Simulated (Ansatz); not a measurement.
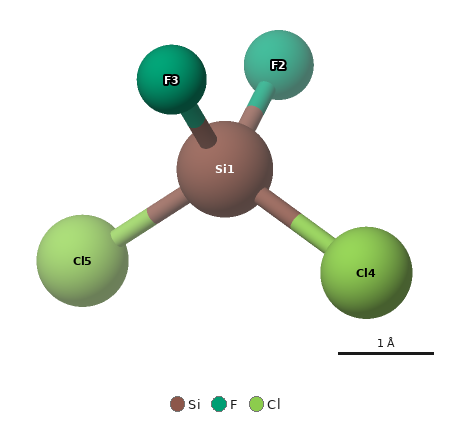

Figure 1. The starting structure (ball-and-stick view, seen at a tilt; atoms are numbered from 1 in the order of the input).

# Run report: SiCl$_{2}$F$_{2}$, geometry relaxation

The run: geometry relaxation of SiCl$_{2}$F$_{2}$. Method and program: RKS PBE0-D4/def2-SVP (Ansatz 0.2.0).

The geometry: GFN2-xTB start. Figures and captions count atoms from 1; the log counts them from 0 in places.

What the program printed
```
Functional definition: PBE0
  name "PBE0"
  cite "Adamo & Barone, J. Chem. Phys. 110, 6158 (1999) doi:10.1063/1.478522"
  cite "Perdew, Burke & Ernzerhof, Phys. Rev. Lett. 77, 3865 (1996) doi:10.1103/PhysRevLett.77.3865"
  parent pbe
  parameter a = 0.25
  parameter kappa = 0.804
  parameter beta = 0.06672455060314922
  exchange = (1 - a)*pbe_x(kappa = kappa, mu = beta*pi^2/3) + a*exact_x
  correlation = pbe_c(beta = beta)
these checks for a lower state are left out or cut short: starts
786 factors; integrals over basis functions are off by at most 4.3e-4 eV
mean field evaluation 1: about -38328.7886 eV, gradient 4.0e1 eV
mean field evaluation 2: about -38325.8832 eV, gradient 6.0e1 eV
mean field evaluation 4: about -38331.2994 eV, gradient 7.2e-1 eV
mean field evaluation 8: about -38331.3086 eV, gradient 3.8e-3 eV
mean field -38331.30860481 eV, -1408.6496093328 hartree, gradient 5.9e-6 eV, S^2 0.000000; 0 other end points of the search recorded, 0 dependent functions left out
the calculation of the forces begins
reference -38331.30862269 eV, -1408.6496099897 hartree; 33, 33 occupied and 49, 49 virtual orbitals, 786 factors
relax step   1: F+E_penalty+E_count = -38331.44942017 eV  Δ(F+E_penalty+E_count) = +0.000e0 eV  max|allowed force component| = 1.492e0 eV/Å  Δτ_max = 0.0000 Å  (24 SCF iters, accepted)
these checks for a lower state are left out or cut short: starts, cluster_reference, orbital_swaps, neighbouring_geometries, increment
786 factors; integrals over basis functions are off by at most 4.5e-4 eV
mean field evaluation 16: about -38331.4005 eV, gradient 8.3e-2 eV
mean field -38331.40782454 eV, -1408.6532555905 hartree, gradient 8.3e-6 eV, S^2 0.000000; 0 other end points of the search recorded, 0 dependent functions left out
the calculation of the forces begins
reference -38331.40784243 eV, -1408.6532562478 hartree; 33, 33 occupied and 49, 49 virtual orbitals, 786 factors
relax step   2: F+E_penalty+E_count = -38331.54800620 eV  Δ(F+E_penalty+E_count) = -9.859e-2 eV  max|allowed force component| = 3.014e-1 eV/Å  Δτ_max = 0.0580 Å  (27 SCF iters, accepted)
these checks for a lower state are left out or cut short: starts, cluster_reference, orbital_swaps, neighbouring_geometries, increment
786 factors; integrals over basis functions are off by at most 4.5e-4 eV
mean field -38331.42054211 eV, -1408.6537229525 hartree, gradient 9.6e-6 eV, S^2 0.000000; 0 other end points of the search recorded, 0 dependent functions left out
the calculation of the forces begins
reference -38331.42055996 eV, -1408.6537236084 hartree; 33, 33 occupied and 49, 49 virtual orbitals, 786 factors
relax step   3: F+E_penalty+E_count = -38331.56085219 eV  Δ(F+E_penalty+E_count) = -1.285e-2 eV  max|allowed force component| = 1.748e-1 eV/Å  Δτ_max = 0.0217 Å  (28 SCF iters, accepted)
these checks for a lower state are left out or cut short: starts, cluster_reference, orbital_swaps, neighbouring_geometries, increment
786 factors; integrals over basis functions are off by at most 4.5e-4 eV
mean field evaluation 32: about -38331.4255 eV, gradient 1.1e-5 eV
mean field -38331.42551211 eV, -1408.6539055967 hartree, gradient 9.2e-6 eV, S^2 0.000000; 0 other end points of the search recorded, 0 dependent functions left out
the calculation of the forces begins
reference -38331.42552996 eV, -1408.6539062527 hartree; 33, 33 occupied and 49, 49 virtual orbitals, 786 factors
relax step   4: F+E_penalty+E_count = -38331.56599719 eV  Δ(F+E_penalty+E_count) = -5.145e-3 eV  max|allowed force component| = 1.329e-1 eV/Å  Δτ_max = 0.0249 Å  (28 SCF iters, accepted)
these checks for a lower state are left out or cut short: starts, cluster_reference, orbital_swaps, neighbouring_geometries, increment
786 factors; integrals over basis functions are off by at most 4.6e-4 eV
mean field -38331.42616946 eV, -1408.6539297537 hartree, gradient 1.2e-5 eV, S^2 0.000000; 0 other end points of the search recorded, 0 dependent functions left out
the calculation of the forces begins
reference -38331.42618729 eV, -1408.6539304089 hartree; 33, 33 occupied and 49, 49 virtual orbitals, 786 factors
relax step   5: F+E_penalty+E_count = -38331.56657558 eV  Δ(F+E_penalty+E_count) = -5.784e-4 eV  max|allowed force component| = 9.690e-3 eV/Å  Δτ_max = 0.0050 Å  (23 SCF iters, accepted)
```

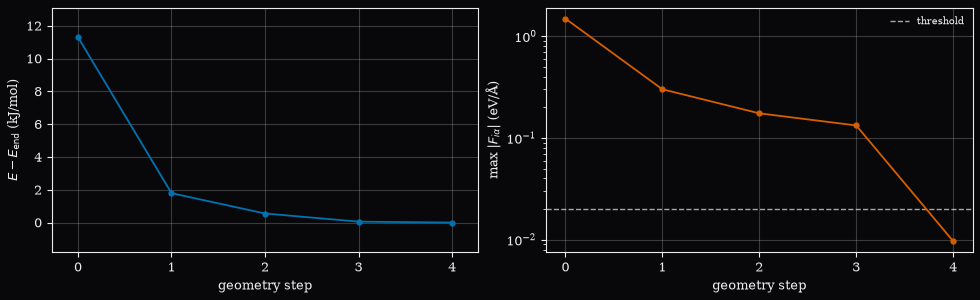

Figure 2. Progress of the relaxation, step by step (the first geometry is step 0 here and step 1 in the log).

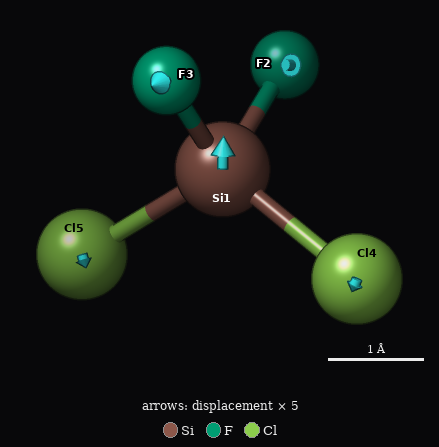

Figure 3. The starting structure with the displacements as teal arrows, magnified 5 times (ball-and-stick view, seen at a tilt). The two geometries are laid on each other by the best rigid fit. The energy falls by 11.3 kJ/mol in 4 geometry steps. Largest force component: 1.5 eV/Å at the start, 0.0097 eV/Å at the end. Si1 moves most after the best rigid fit: 0.073 Å. Largest moves by element: Si 0.073 Å, F 0.064 Å, Cl 0.032 Å. Among the contacts that change: Si1–Cl4 1.973 → 2.018 Å. Among the angles that change: F2–Si1–F3 100.3° → 107.6°, Cl4–Si1–Cl5 117.0° → 111.7°. (Atoms are counted from 1 in the order of the input.)

```
these checks for a lower state are left out or cut short: starts
786 factors; integrals over basis functions are off by at most 4.6e-4 eV
mean field -38331.42616946 eV, -1408.6539297537 hartree, gradient 1.2e-5 eV, S^2 0.000000; 0 other end points of the search recorded, 0 dependent functions left out
the calculation of the forces begins
reference -38331.42618729 eV, -1408.6539304089 hartree; 33, 33 occupied and 49, 49 virtual orbitals, 786 factors
Total energy: -38331.56659341 eV, -1408.6590902390 hartree
Atom 0 at     0.062104    -0.000259     0.043267 Å, force     0.004710    -0.000567     0.003225 eV/Å
Atom 1 at     0.099275    -0.015235     1.639720 Å, force     0.001408     0.000441    -0.002949 eV/Å
Atom 2 at     1.572677     0.006943    -0.474797 Å, force    -0.002351     0.000388     0.002364 eV/Å
Atom 3 at    -0.869766     1.674612    -0.588488 Å, force    -0.001629     0.009428    -0.001044 eV/Å
Atom 4 at    -0.864290    -1.666061    -0.619713 Å, force    -0.002138    -0.009690    -0.001596 eV/Å
Dipole moment:    -0.121302     0.000709    -0.084518 e Å
Checks for a lower state left out: starts
```

Trajectory as extended XYZ (Å, eV, eV/Å), 5 frames, from step=1 to step=5
```
5
Properties=species:S:1:pos:R:3:forces:R:3 step=1 energy=-38331.44942
Si    0.0027    0.0004    0.0015    1.4920  -0.0221   1.0496
F     0.1414   -0.0150    1.5910   -0.4762  -0.0014   0.3914
F     1.5418    0.0063   -0.4183    0.2080   0.0082  -0.5857
Cl   -0.8458    1.6866   -0.5715   -0.6145   0.7726  -0.4212
Cl   -0.8401   -1.6783   -0.6027   -0.6093  -0.7573  -0.4341
5
Properties=species:S:1:pos:R:3:forces:R:3 step=2 energy=-38331.54801
Si    0.0489   -0.0002    0.0340    0.2826  -0.0042   0.2007
F     0.1476   -0.0150    1.6301   -0.3014  -0.0004  -0.0001
F     1.5804    0.0066   -0.4261   -0.1005   0.0024  -0.2838
Cl   -0.8911    1.6709   -0.6034    0.0589  -0.0654   0.0405
Cl   -0.8858   -1.6623   -0.6346    0.0603   0.0675   0.0427
5
Properties=species:S:1:pos:R:3:forces:R:3 step=3 energy=-38331.56085
Si    0.0567   -0.0003    0.0395    0.1748  -0.0004   0.1235
F     0.1271   -0.0151    1.6372   -0.1571   0.0003  -0.0601
F     1.5799    0.0067   -0.4478   -0.1089   0.0010  -0.1271
Cl   -0.8846    1.6687   -0.5989    0.0457  -0.0224   0.0317
Cl   -0.8792   -1.6600   -0.6300    0.0454   0.0215   0.0319
5
Properties=species:S:1:pos:R:3:forces:R:3 step=4 energy=-38331.56600
Si    0.0647   -0.0003    0.0451   -0.1329   0.0005  -0.0967
F     0.1023   -0.0151    1.6382   -0.0007  -0.0015   0.1259
F     1.5723    0.0070   -0.4714    0.1140   0.0003  -0.0429
Cl   -0.8723    1.6707   -0.5903    0.0094   0.0196   0.0068
Cl   -0.8670   -1.6622   -0.6215    0.0102  -0.0190   0.0069
5
Properties=species:S:1:pos:R:3:forces:R:3 step=5 energy=-38331.56658
Si    0.0621   -0.0003    0.0433    0.0047  -0.0006   0.0032
F     0.0993   -0.0152    1.6397    0.0014   0.0004  -0.0029
F     1.5727    0.0069   -0.4748   -0.0024   0.0004   0.0024
Cl   -0.8698    1.6746   -0.5885   -0.0016   0.0094  -0.0010
Cl   -0.8643   -1.6661   -0.6197   -0.0021  -0.0097  -0.0016
```

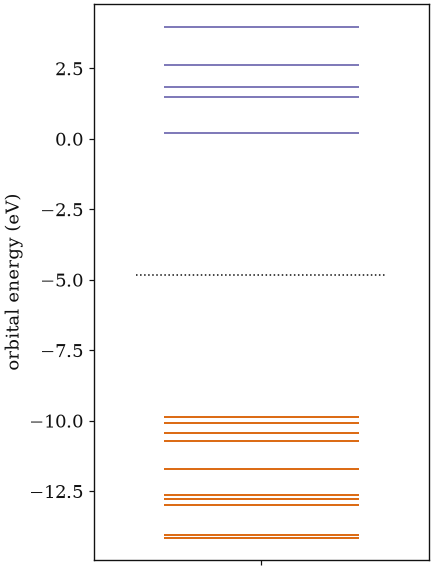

Figure 4. Orbital energies near the frontier; the dotted line parts filled from empty levels, and levels within 0.02 eV of each other stand side by side. Highest filled −9.86 eV, lowest empty 0.19 eV, 10.05 eV apart.

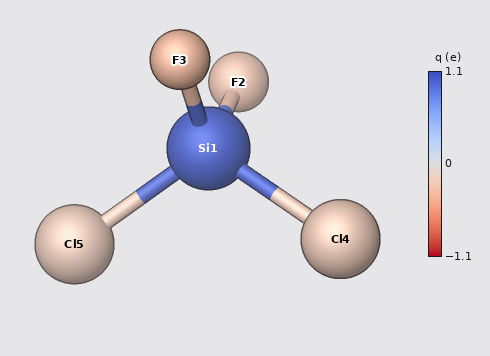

Figure 5. Mulliken charges, as the colour of each atom (ball-and-stick view, seen at a tilt; atoms are numbered from 1 in the order of the input). By element: Si +1.00, F −0.30 and Cl −0.20 e.

The run was set up as follows.

Input file
```yaml
crystal:
  periodic: [false, false, false]
  atoms:
    - {symbol: Si, position_ang: [0.002730, 0.000420, 0.001540]}
    - {symbol: F, position_ang: [0.141360, -0.015020, 1.590980]}
    - {symbol: F, position_ang: [1.541840, 0.006250, -0.418270]}
    - {symbol: Cl, position_ang: [-0.845790, 1.686650, -0.571540]}
    - {symbol: Cl, position_ang: [-0.840140, -1.678300, -0.602720]}
basis:
  gaussian: {orbitals: def2-SVP}
hamiltonian: {xc: pbe0, dispersion: d4}
scf: {omitted_lower_state_checks: [starts]}
output: {orbitals: {seedname: orbitals}}
relax: {f_tol: 0.02, max_steps: 100}
```

Run as:
```bash
ansatz run in.yaml --threads 4 --pin off --events-out ev --progress --plain --max-ram 3916MiB
```

Key numbers

| quantity | value |
| --- | --- |
| outcome | converged |
| total energy | −38331.5666 eV |
| mean-field energy | −38331.4262 eV |
| dispersion energy | −0.1404 eV |
| SCF solution under orbital rotations | stable |
| HOMO | −9.86 eV |
| LUMO | 0.19 eV |
| largest force (length of the vector) at the end | 0.010 eV/Å |
| dipole moment | 0.71 D |
| hardware | 4 threads of Arm Neoverse V2, 23 GiB of memory available, shared host |
| wall time | 4.7 s (CPU time 16 s) |
| peak memory | 0.17 GiB |
